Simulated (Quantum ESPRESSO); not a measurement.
# Collinear magnetic orders of CsNiCl3 with Quantum ESPRESSO, part 2 of 2

Aim: find out which collinear order of CsNiCl3 costs least.

Quantum ESPRESSO 7.5; PBEsol with U = 6 eV on Ni d (ortho-atomic projectors); plane waves with GBRV 1.5 PBEsol potentials, no spin-orbit coupling.

So far, absolute magnetization (μB): step 2 (run 1, typed as ferro ++) 4.13.

**3. Run 2 (antiferro +−)**

Contents of pw.in:

```
&CONTROL
  calculation = 'scf'
  prefix = 'pwscf'
  outdir = './tmp'
  pseudo_dir = './pseudo'
  disk_io = 'nowf'
/
&SYSTEM
  ibrav = 0
  nat = 10
  ntyp = 4
  ecutwfc = 40
  ecutrho = 280
  nbnd = 62
  occupations = 'smearing'
  smearing = 'fd'
  degauss = 0.00367493
  nspin = 2
  starting_magnetization(1) = 0
  starting_magnetization(2) = 0.1111
  starting_magnetization(3) = -0.1111
  starting_magnetization(4) = 0
/
&ELECTRONS
  conv_thr = 2d-08
  electron_maxstep = 150
  mixing_beta = 0.3
/
ATOMIC_SPECIES
Cs    132.9055 cs_pbesol_v1.uspp.F.UPF
Ni1    58.6934 ni_pbesol_v1.4.uspp.F.UPF
Ni2    58.6934 ni_pbesol_v1.4.uspp.F.UPF
Cl     35.4500 cl_pbesol_v1.4.uspp.F.UPF
CELL_PARAMETERS angstrom
   7.1185000000    0.0000000000    0.0000000000
  -3.5592500000    6.1648018368    0.0000000000
   0.0000000000    0.0000000000    5.9085000000
ATOMIC_POSITIONS crystal
Cs      0.3333333333    0.6666666667    0.7500000000
Cs      0.6666666667    0.3333333333    0.2500000000
Ni1     0.0000000000    0.0000000000    0.0000000000
Ni2     0.0000000000    0.0000000000    0.5000000000
Cl      0.1543200000    0.3086400000    0.2500000000
Cl      0.8456800000    0.1543200000    0.7500000000
Cl      0.6913600000    0.8456800000    0.2500000000
Cl      0.8456800000    0.6913600000    0.7500000000
Cl      0.1543200000    0.8456800000    0.2500000000
Cl      0.3086400000    0.1543200000    0.7500000000
K_POINTS automatic
4 4 4 0 0 0
HUBBARD {ortho-atomic}
U Ni1-3d 6.0000
U Ni2-3d 6.0000
```

Command:

```bash
$ OMP_NUM_THREADS=1 mpirun -n 4 pw.x -nk 4 -in pw.in > pw.out
```

Log:

```text
[banner, memory and clock lines left out]
Program PWSCF v.7.5 starts

     Message from routine setup:
     using ibrav=0 with symmetry is DISCOURAGED, use correct ibrav instead

     bravais-lattice index     =            0
     lattice parameter (alat)  =      13.4520  a.u.
     unit-cell volume          =    1749.7720 (a.u.)^3
     number of atoms/cell      =           10
     number of atomic types    =            4
     number of electrons       =        96.00
     number of Kohn-Sham states=           62
     kinetic-energy cutoff     =      40.0000  Ry
     charge density cutoff     =     280.0000  Ry
     scf convergence threshold =      2.0E-08
     mixing beta               =       0.3000
     number of iterations used =            8  plain     mixing
     Exchange-correlation= SLA  PW   PSX  PSC
                           (   1   4  10   8   0   0   0)
     Hubbard projectors: ortho-atomic
     Hubbard parameters of DFT+U (Dudarev formulation) in eV:
     U(Ni1-3d) =  6.0000
     U(Ni2-3d) =  6.0000

     Internal variables: lda_plus_u =T, lda_plus_u_kind = 0

     Internal variables: orbital_resolved =F, hub_pot_fix =F, apply_U = F

     celldm(1)=  13.452015  celldm(2)=   0.000000  celldm(3)=   0.000000
     celldm(4)=   0.000000  celldm(5)=   0.000000  celldm(6)=   0.000000

     crystal axes: (cart. coord. in units of alat)
               a(1) = (   1.000000   0.000000   0.000000 )
               a(2) = (  -0.500000   0.866025   0.000000 )
               a(3) = (   0.000000   0.000000   0.830020 )

     reciprocal axes: (cart. coord. in units 2 pi/alat)
               b(1) = (  1.000000  0.577350 -0.000000 )
               b(2) = (  0.000000  1.154701  0.000000 )
               b(3) = (  0.000000 -0.000000  1.204790 )

     PseudoPot. # 1 for Cs read from file:
     cs_pbesol_v1.uspp.F.UPF
     Pseudo is Ultrasoft + core correction, Zval =  9.0

     PseudoPot. # 2 for Ni read from file:
     ni_pbesol_v1.4.uspp.F.UPF
     Pseudo is Ultrasoft + core correction, Zval = 18.0

     PseudoPot. # 3 for Ni read from file:
     ni_pbesol_v1.4.uspp.F.UPF
     Pseudo is Ultrasoft + core correction, Zval = 18.0

     PseudoPot. # 4 for Cl read from file:
     cl_pbesol_v1.4.uspp.F.UPF
     Pseudo is Ultrasoft + core correction, Zval =  7.0

     atomic species   valence    mass     pseudopotential
     Cs                9.00   132.90550     Cs( 1.00)
     Ni1              18.00    58.69340     Ni( 1.00)
     Ni2              18.00    58.69340     Ni( 1.00)
     Cl                7.00    35.45000     Cl( 1.00)

     Starting magnetic structure
     atomic species   magnetization
     Cs              0.000
     Ni1             0.111
     Ni2            -0.111
     Cl              0.000

     12 Sym. Ops., with inversion, found

   Cartesian axes

     site n.     atom                  positions (alat units)
         1        Cs     tau(   1) = (  -0.0000000   0.5773503   0.6225153  )
         2        Cs     tau(   2) = (   0.5000000   0.2886751   0.2075051  )
         3        Ni1    tau(   3) = (   0.0000000   0.0000000   0.0000000  )
         4        Ni2    tau(   4) = (   0.0000000   0.0000000   0.4150102  )
         5        Cl     tau(   5) = (   0.0000000   0.2672901   0.2075051  )
         6        Cl     tau(   6) = (   0.7685200   0.1336450   0.6225153  )
         7        Cl     tau(   7) = (   0.2685200   0.7323804   0.2075051  )
         8        Cl     tau(   8) = (   0.5000000   0.5987353   0.6225153  )
         9        Cl     tau(   9) = (  -0.2685200   0.7323804   0.2075051  )
        10        Cl     tau(  10) = (   0.2314800   0.1336450   0.6225153  )

     number of k points=    13  Fermi-Dirac smearing, width (Ry)=  0.0037
                       cart. coord. in units 2pi/alat
        k(    1) = (   0.0000000   0.0000000   0.0000000), wk =   0.0156250
        k(    2) = (   0.0000000   0.0000000   0.3011974), wk =   0.0312500
        k(    3) = (   0.0000000   0.0000000  -0.6023949), wk =   0.0156250
        k(    4) = (   0.0000000   0.2886751   0.0000000), wk =   0.0937500
        k(    5) = (   0.0000000   0.2886751   0.3011974), wk =   0.0937500
        [... 8 further k-points ...]

     Dense  grid:   138383 G-vectors     FFT dimensions: (  72,  72,  60)

     Smooth grid:    59757 G-vectors     FFT dimensions: (  60,  60,  45)

     Check: negative core charge=   -0.000003
     Generating pointlists ...
     new r_m :   0.2064 (alat units)  2.7770 (a.u.) for type    1
     new r_m :   0.1396 (alat units)  1.8777 (a.u.) for type    2
     new r_m :   0.1396 (alat units)  1.8777 (a.u.) for type    3
     new r_m :   0.1396 (alat units)  1.8777 (a.u.) for type    4

     Initial potential from superposition of free atoms

     starting charge      91.9245, renormalised to      96.0000

     negative rho (up, down):  4.709E-02 4.709E-02

     STARTING HUBBARD OCCUPATIONS:

     =================== HUBBARD OCCUPATIONS ===================
     ------------------------ ATOM    3 ------------------------
     Tr[ns(  3)] (up, down, total) =   5.00000  3.00000  8.00000
     Atomic magnetic moment for atom   3 =   2.00000
     [... lines left out ...]
     ------------------------ ATOM    4 ------------------------
     Tr[ns(  4)] (up, down, total) =   3.00000  5.00000  8.00000
     Atomic magnetic moment for atom   4 =  -2.00000
     [... lines left out ...]
     Number of occupied Hubbard levels =   16.0000

     Atomic wfc used for Hubbard projectors are orthogonalized

     Starting wfcs are   76 randomized atomic wfcs

     Self-consistent Calculation

     iteration #  1     ecut=    40.00 Ry     beta= 0.30
     Davidson diagonalization with overlap
     ethr =  1.00E-02,  avg # of iterations =  4.5

     =================== HUBBARD OCCUPATIONS ===================
     ------------------------ ATOM    3 ------------------------
     Tr[ns(  3)] (up, down, total) =   4.77098  2.74681  7.51779
     Atomic magnetic moment for atom   3 =   2.02416
     [... lines left out ...]
     ------------------------ ATOM    4 ------------------------
     Tr[ns(  4)] (up, down, total) =   2.74712  4.77086  7.51798
     Atomic magnetic moment for atom   4 =  -2.02374
     [... lines left out ...]
     Number of occupied Hubbard levels =   15.0358

     negative rho (up, down):  4.610E-02 4.610E-02

     total energy              =   -1010.17268065 Ry
     estimated scf accuracy    <       8.25097853 Ry

     total magnetization       =    -0.00 Bohr mag/cell
     absolute magnetization    =     4.67 Bohr mag/cell

     iteration #  2     ecut=    40.00 Ry     beta= 0.30
     Davidson diagonalization with overlap
     ethr =  8.59E-03,  avg # of iterations =  3.0

     negative rho (up, down):  4.522E-02 4.522E-02

     total energy              =   -1011.52044033 Ry
     estimated scf accuracy    <       1.89593638 Ry

     total magnetization       =    -0.00 Bohr mag/cell
     absolute magnetization    =     3.35 Bohr mag/cell

     [... further iterations left out ...]

     iteration # 15     ecut=    40.00 Ry     beta= 0.30
     Davidson diagonalization with overlap
     ethr =  6.64E-11,  avg # of iterations =  2.7

     negative rho (up, down):  4.349E-02 4.349E-02

     total energy              =   -1011.86857601 Ry
     estimated scf accuracy    <       0.00000003 Ry

     total magnetization       =    -0.00 Bohr mag/cell
     absolute magnetization    =     3.88 Bohr mag/cell

     iteration # 16     ecut=    40.00 Ry     beta= 0.30
     Davidson diagonalization with overlap
     ethr =  3.55E-11,  avg # of iterations =  2.4

     negative rho (up, down):  4.349E-02 4.349E-02

     Magnetic moment per site  (integrated on atomic sphere of radius R)
     atom   1 (R=0.206)  charge=  7.3984  magn=  0.0000
     atom   2 (R=0.206)  charge=  7.3984  magn=  0.0000
     atom   3 (R=0.140)  charge= 16.2058  magn=  1.6676
     atom   4 (R=0.140)  charge= 16.2058  magn= -1.6676
     atom   5 (R=0.140)  charge=  5.2616  magn= -0.0000
     atom   6 (R=0.140)  charge=  5.2616  magn= -0.0000
     atom   7 (R=0.140)  charge=  5.2616  magn= -0.0000
     atom   8 (R=0.140)  charge=  5.2616  magn= -0.0000
     atom   9 (R=0.140)  charge=  5.2616  magn= -0.0000
     atom  10 (R=0.140)  charge=  5.2616  magn= -0.0000

     End of self-consistent calculation

     =================== HUBBARD OCCUPATIONS ===================
     ------------------------ ATOM    3 ------------------------
     Tr[ns(  3)] (up, down, total) =   4.97231  3.31141  8.28372
     Atomic magnetic moment for atom   3 =   1.66090
     [... lines left out ...]
     ------------------------ ATOM    4 ------------------------
     Tr[ns(  4)] (up, down, total) =   3.31142  4.97231  8.28372
     Atomic magnetic moment for atom   4 =  -1.66089
     [... lines left out ...]
     Number of occupied Hubbard levels =   16.5674

     [... lines left out ...]
     the Fermi energy is     5.3934 ev

!    total energy              =   -1011.86857634 Ry
     estimated scf accuracy    <          7.9E-09 Ry
     smearing contrib. (-TS)   =      -0.00000000 Ry
     internal energy E=F+TS    =   -1011.86857634 Ry

     The total energy is F=E-TS. E is the sum of the following terms:
     one-electron contribution =    -901.80042522 Ry
     hartree contribution      =     484.32846952 Ry
     xc contribution           =    -186.78126575 Ry
     ewald contribution        =    -407.76708713 Ry
     Hubbard energy            =       0.15173226 Ry

     total magnetization       =    -0.00 Bohr mag/cell
     absolute magnetization    =     3.88 Bohr mag/cell

     convergence has been achieved in  16 iterations
```

Run time: 2.1 min. Hardware: 4 MPI ranks of Intel Xeon Platinum 8375C at 2.90GHz (Ice Lake), shared host; peak memory 1.3 GiB; 8.5 min of CPU time.

Spin moment in the atom's sphere by atom:

| atom | spin moment in the atom's sphere (μB) |
| --- | --- |
| Cs1 | 0.00 |
| Cs2 | 0.00 |
| Ni3 | 1.67 |
| Ni4 | -1.67 |
| Cl5 | 0.00 |
| Cl6 | 0.00 |
| Cl7 | 0.00 |
| Cl8 | 0.00 |
| Cl9 | 0.00 |
| Cl10 | 0.00 |

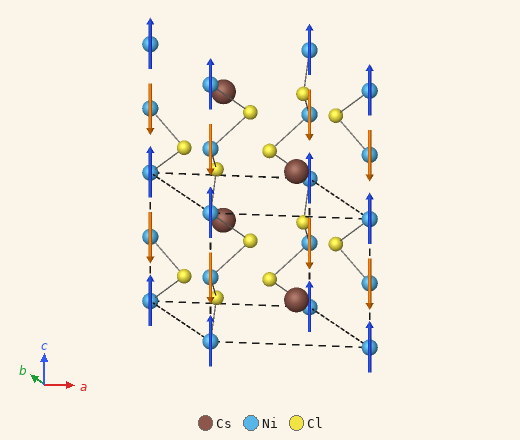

Spin moment in the atom's sphere as arrows, the longest 1.67 μB. Up and down stand for the sign. Arrows give size and sign along the axis of quantisation, drawn up and down the page. The two directions have two colours. Bonds to atoms that aren't drawn are left out. 1×1×2 cells are drawn. Some periodic images of atoms are drawn too.

Numbers from this step:

```yaml
smearing_term_ts: 5.16e-13 eV
magnetization: 0 μB
absolute_magnetization: 3.881 μB
final_state: antiferromagnetic
```

**4. The states side by side**

An order is kept where moments of 0.15 μB or more survive with the typed signs; meshes match where a doubled cell samples the same k points as the first cell.

Orders:

| start | final state | typed order kept | energy over the lowest (meV a seeded atom) | largest site moment (μB) | net moment (μB a cell of the first run) | mesh matched | CPU time (s) |
| --- | --- | --- | --- | --- | --- | --- | --- |
| ferro ++ | ferromagnetic | yes | 4.123 | 1.668 | 4 | yes | 433.9 |
| antiferro +- | antiferromagnetic | yes | 0 | 1.668 | 0 | yes | 509.2 |

**5. Occupations of the corrected shells in the lowest state**

Occupations of the Hubbard shells:

| block | type | shell | spin | electrons | occupation numbers |
| --- | --- | --- | --- | --- | --- |
| 3 | Ni1 | 3d | up | 4.972 | 0.992 0.995 0.995 0.996 0.996 |
| 3 | Ni1 | 3d | down | 3.311 | 0.172 0.172 0.987 0.991 0.991 |
| 4 | Ni2 | 3d | up | 3.311 | 0.172 0.172 0.987 0.991 0.991 |
| 4 | Ni2 | 3d | down | 4.972 | 0.992 0.995 0.995 0.996 0.996 |

**6. What came out**

```
lowest state found      : antiferromagnetic (from antiferro +-)
largest site moment     : 1.67 μB
next state with moments : ferromagnetic, 4.12 meV a seeded atom higher
```

Only these 2 starts were compared; other wavevectors, canted and longer-period orders were not.

[Logs and program files are shortened in this print: banners, set-up blocks, solver, clock and traceback lines can be left out without a mark of their own.]

[Logs are printed without paths, hosts, clocks, repeated set-up lines and the standing remarks that a program may print on its own settings, such as how far it seeks lower states.]

[Hosts, paths, dates, database ids (printed as entryN), source tags and the programs' standing remarks are cut or masked in the printed files.]

[Where a cell is said to come from a database of computed structures, the database is the Materials Project.]
